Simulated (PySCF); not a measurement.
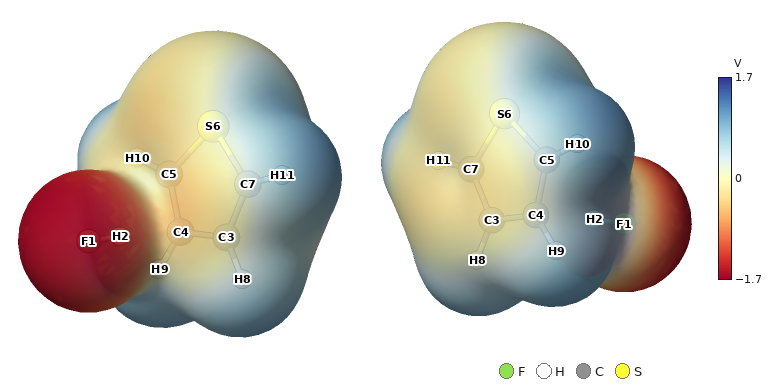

Figure. C4H5FS, SMILES `F.c1ccsc1`. Electrostatic potential on the surface of electron density 0.001 a.u. (back view left, front view right).

PySCF calculation, HF/def2-SVP, gas phase; geometry: GFN2-xTB. The pair's geometry is semi-empirical, so its contact may be too short or too long. GFN2-xTB bond lengths at metals and heavier atoms can be off by up to 0.1 Å and shapes distorted, which carries into these values.

Cartesian coordinates (Å):

```
F1       2.6271    0.3792   -0.7396
H2       1.8970    0.1800   -0.1664
C3       0.0821   -1.3649    0.3183
C4       0.5344   -0.2509    1.0715
C5      -0.1898    0.8754    0.8138
S6      -1.4142    0.6021   -0.3565
C7      -0.9574   -1.0494   -0.4940
H8       0.5178   -2.3453    0.3828
H9       1.3134   -0.3054    1.8139
H10     -0.0722    1.8507    1.2424
H11     -1.4889   -1.6878   -1.1706
```

**Where are the extremes of the potential on the surface?**

Highest: 1.21 V, 1.3 Å from H10. Further maxima include 1.06 V, 1.3 Å from H9; 0.99 V, 1.3 Å from H8. Lowest: −1.68 V, 1.6 Å from F1. Further minima include −0.42 V, 2.2 Å from S6; −0.32 V, off the C3–C7 bond (2.1 to 2.3 Å from its atoms). The surface is sampled at points, so like sites can differ by a few per cent and only the strongest of them is named.

Run time: 3.9 s on 1 thread of Arm Neoverse V1, with other jobs on the host, peak memory 0.36 GiB.
